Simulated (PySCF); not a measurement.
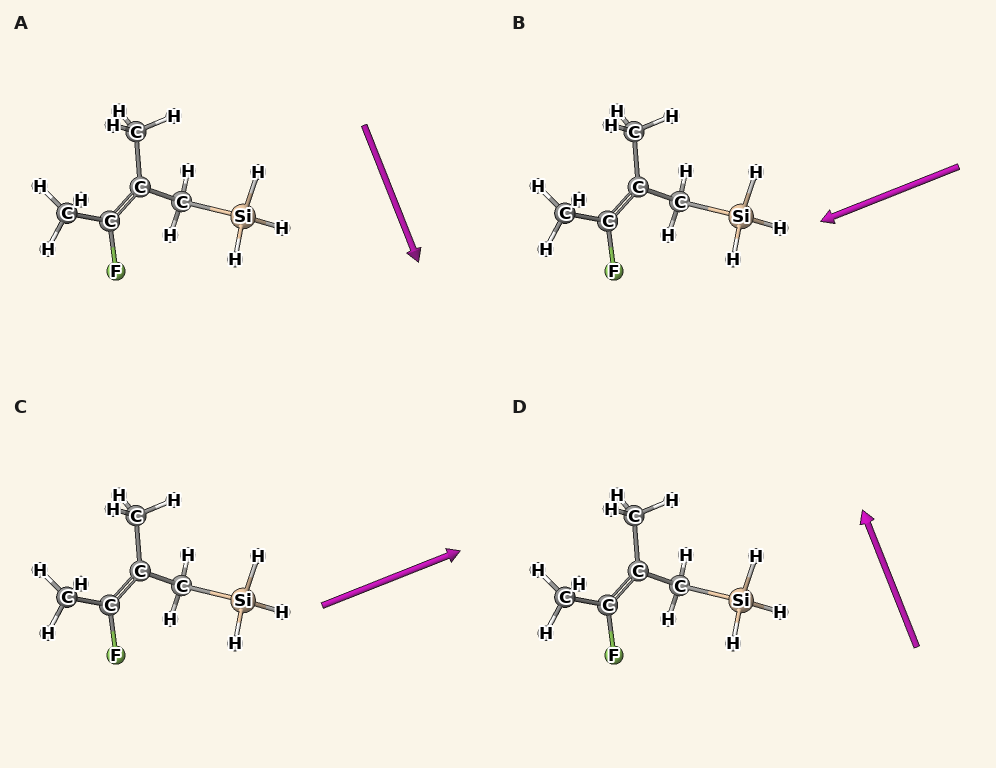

The same molecule four times, each with an arrow. The geometry was computed by an optimisation with GFN2-xTB. No frequency run is at hand to confirm it as a minimum. Properties computed with CAM-B3LYP/def2-SVPD, gas phase (PySCF 2.14.0).

Which arrow points along the dipole moment, from the negative to the positive end?

D. The dipole moment is 1.85 D.

The geometry is semi-empirical. Around Si such bond lengths and angles can be off by a tenth of an ångström or more and by several degrees, and values that hang on the shape move with them.
